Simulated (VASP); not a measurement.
Input:

```yaml
crystal:
  lattice:
    - [0.00000, 2.32389, 2.32389]
    - [2.32389, 0.00000, 2.32389]
    - [2.32389, 2.32389, 0.00000]
  atoms:
    - { symbol: Pd, position: [0.00000, 0.00000, 0.00000] }
    - { symbol: C, position: [0.25000, 0.25000, 0.25000] }
```

The numbers are results of PBEsol GGA, VASP's PBE PAW potentials (set 64) (plane waves; VASP 6.6.1), not measurements. Settings: 520 eV cut-off, 15×15×15 Γ-centred mesh, tetrahedra with Blöchl corrections, potentials Pd C.

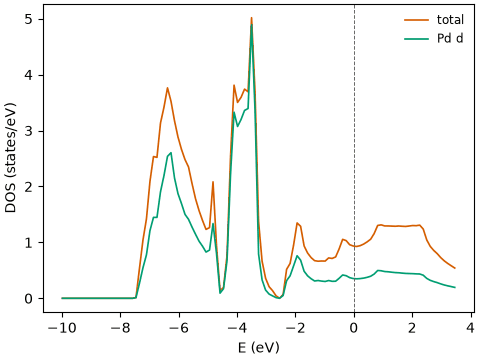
*Total and projected density of states, zero at the Fermi level*

Within 2 eV below the Fermi level the largest weight inside VASP's projection spheres is Pd d, then C p.

It has no gap at this level: it comes out as a metal or semimetal.

The structure was generated: PdC was put into the zinc blende type (F-43m), which need not be its known phase. It was relaxed first, which changed the volume by -18 %.
